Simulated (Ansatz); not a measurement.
F$_{2}$GaH$_{2}$P (SMILES [F][Ga]([F])[PH2])

```xyz
6

F     0.1225   -2.5436   -0.6489
F     1.0646   -4.7288    1.0291
Ga   -0.0202   -3.3569    0.8985
P    -1.5652   -2.7836    2.5127
H    -1.2788   -1.3928    2.3480
H    -0.6028   -2.9652    3.5539
```

Geometry: B3LYP-D3(BJ)/def2-SVP.

Computed with Ansatz, isolated molecule in a Gaussian basis; Kohn-Sham density functional theory, functional PBE0.

What will maps of the electron density and electron localisation function show?

Answer. Ga–F (1.75 Å): the density is about 0.9 e/Å³ at the midpoint; the ELF peaks at about 0.80 in the valence shell of F, 0.5 Å from its nucleus, and is about 0.20 at the midpoint.
Ga–P (2.31 Å): ρ is about 0.61 e/Å³ halfway; the ELF peaks at about 0.90 between the atoms, as expected for a covalent bond.

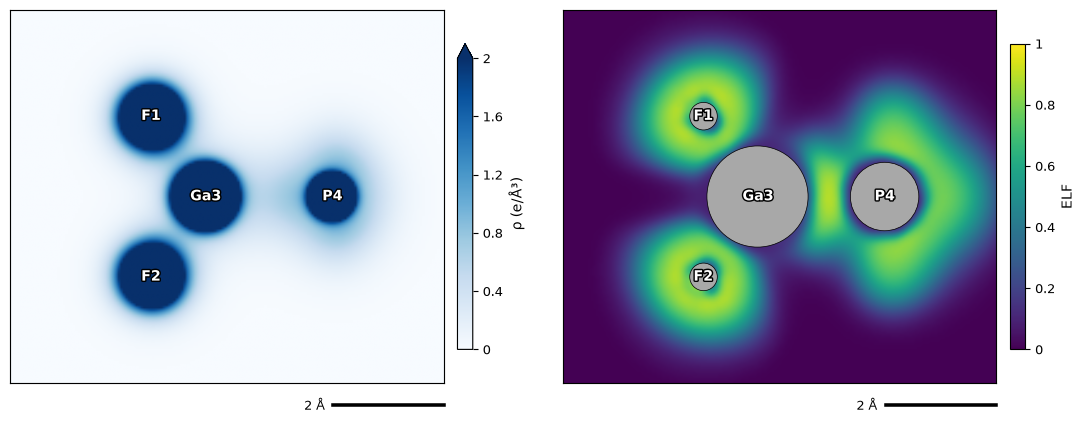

Computed electron density and electron localisation function on the plane of atoms F1, Ga3 and F2, in this order. Grey discs cover the atomic cores in the ELF map. 
